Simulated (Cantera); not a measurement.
Input: 1 mol Si3N4, 0.49 mol N2O, a varied amount of H2, equilibrated at 1648.15 K and 10.0 Torr.

These are equilibrium values from Cantera (NASA tables, ideal gas, pure condensed phases), not measurements of a reactor. Candidate condensed phases: H2O, Si, SiO2, Si2N2O, Si3N4; 35 gas species. Mutual solubility and eutectic melting of coexisting phases are not modelled. Kinetics and transport are ignored.

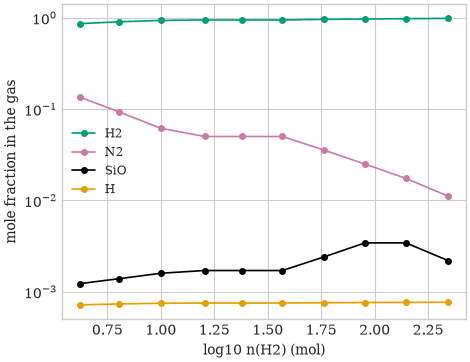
*Equilibrium gas composition (values under 1e-9 drawn at 1e-9)*

Problem. Read off the mole fractions at 24 mol H2.

Solution. H2 about 0.95, N2 about 0.050, SiO about 0.0017, H about 0.00075.
